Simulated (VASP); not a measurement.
Band structure of CoSn (sg191). All values below come from PBEsol GGA, VASP's PBE PAW potentials (set 64) (plane waves; VASP).

Unless said otherwise, spin-orbit coupling is left out, though it shifts the bands of the heavy elements here.

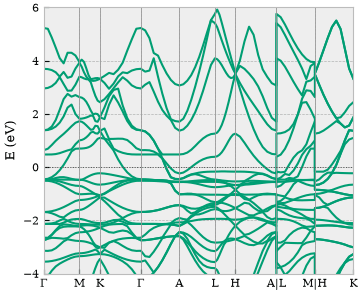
Fig. 1. Bands along high-symmetry lines, zero at the valence-band maximum or, without a gap, the Fermi level

### Question
Read the plot: is there a gap, and where are the band edges?

### Answer
It has no gap at this level: it comes out as a metal or semimetal. (Edges off the drawn lines would not show.)

The compound is CoSn in the sg191 structure. It was relaxed first. The run is not spin-polarised, so no magnetic state was tried. The electron count is odd and the run is not spin-polarised, which forces a metal.
